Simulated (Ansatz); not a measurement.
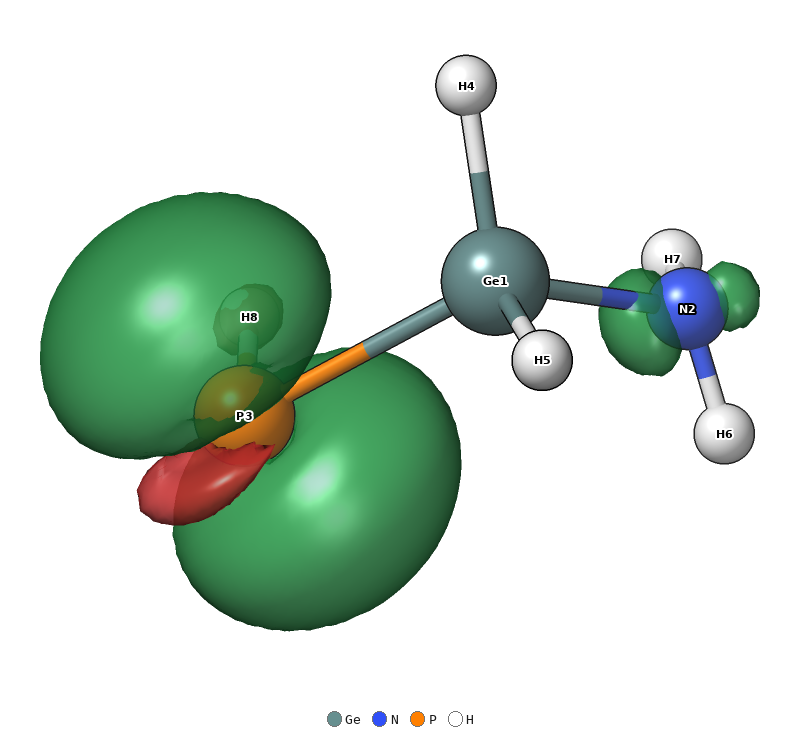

The picture shows: GeH5NP (SMILES [NH2][GeH2][PH]) (doublet). Isosurfaces of the spin density (α minus β) at +0.02 (green) and −0.02 e/Å³ (red), seen from one side.

Geometry: B3LYP-D3(BJ)/def2-SVP.

The calculation used isolated molecule in a Gaussian basis; Kohn-Sham density functional theory, functional PBE0 in Ansatz 0.2.0.

```yaml
atoms:
  - { symbol: Ge, position_ang: [0.1044, -0.5178, 0.1065] }
  - { symbol: N, position_ang: [-1.1194, -0.0045, 1.4033] }
  - { symbol: P, position_ang: [1.6381, 1.1530, -0.5211] }
  - { symbol: H, position_ang: [-0.7214, -0.9711, -1.1184] }
  - { symbol: H, position_ang: [0.8916, -1.7041, 0.6998] }
  - { symbol: H, position_ang: [-0.6839, 0.2494, 2.2899] }
  - { symbol: H, position_ang: [-1.7122, 0.7743, 1.1165] }
  - { symbol: H, position_ang: [0.5739, 2.0216, -0.9411] }
```

Describe the spin distribution.

Answer. The unpaired spin (1 electron) lies mostly on P3 (about 0.9), in electrons by Hirshfeld's partition.
